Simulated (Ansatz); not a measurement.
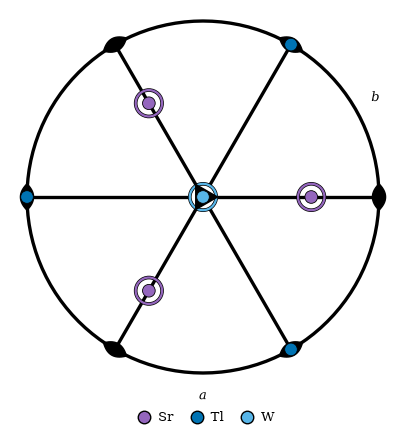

Directions from one tungsten atom at (0, 0, 1/2) to its bonded neighbours, in stereographic projection down c (filled: above the plane of the page or in it, open: below). Crystal: SrTlW, coordinates from a relaxation with Ansatz, DFT PBE, scalar-relativistic, plane waves, PAW; the starting structure was generated, so it need not be a known form of this composition. Geometry calculated from the standardised cell; symmetry tolerance 0.002 Å.

Neighbours are counted up to 3.51 Å for Sr, 3.40 Å for Tl, 3.44 Å for W. The symmetry elements of the site are drawn in: heavy lines are mirror planes (a heavy rim: a mirror in the plane of the page); lens, triangle, square and hexagon are 2-, 3-, 4- and 6-fold axes, a lens in an open square is −4, a triangle in an open hexagon −6; thin dashed diameters join the ends of axes that lie in the page; a small open circle marks inversion.

```
Sr Tl W
1.0
     5.25673    0.00000    0.00000
    -2.62836    4.55246    0.00000
     0.00000    0.00000    3.06793
Sr Tl W
1 1 1
Direct
  0.33333 0.66667 0.00000
  0.66667 0.33333 0.50000
  0.00000 0.00000 0.50000
```

Q: How many neighbours are there, and at what angles?

A: 11: 3 Tl at 3.03 Å, 2 W at 3.07 Å, 6 Sr at 3.40 Å. Angles between bonds: 54° (3×), 63° (18×), 90° (6×), 101° (6×), 117° (6×), 120° (3×), 127° (6×), 153° (6×), 180° (1×).

Q: What is the site's symmetry in the crystal?

A: Point group -6m2 (D3h), order 12: one −6 axis, three twofold axes, four mirror planes. In P-6m2, No. 187 this is Wyckoff position 1b.
